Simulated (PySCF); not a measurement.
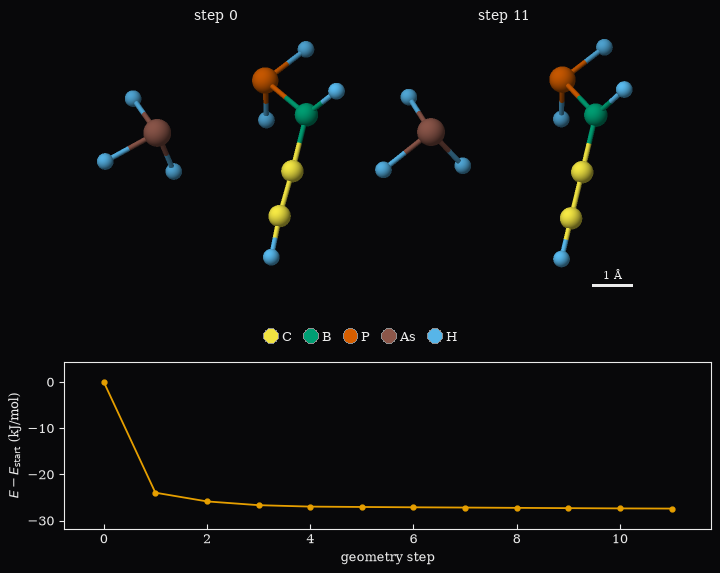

First and last geometry of a relaxation of C₂H₇AsBP, with the history of the run. The picture is a ball-and-stick view, seen at a tilt.

The start comes from GFN2-xTB. Its atoms were then displaced at random by about 0.01 Å.

The calculation used PySCF, PBE0-D3(BJ)/def2-SVP geometry optimisation, gas phase. 

### What do the curves and the structures tell?

It converged. The atom that moves furthest after the best rigid fit is the As atom (0.38 Å). Largest moves by element: As 0.38 Å, H 0.34 Å, P 0.26 Å, C 0.11 Å, B 0.04 Å. Some distances before and after: As–P 3.134 → 3.719 Å, As–H 1.475 → 1.524 Å, B–H 1.161 → 1.208 Å, As–H 1.497 → 1.528 Å. Among the angles between lasting bonds that change: H–P–H 95.4° → 99.6°, C–B–P 117.1° → 121.2°, B–P–H 98.8° → 102.8°. Over 11 geometry steps the energy falls by 27.4 kJ/mol.

Limits of the set-up: the start holds two separate molecules, 2.8 Å apart at their closest, whose relative position is a soft coordinate.
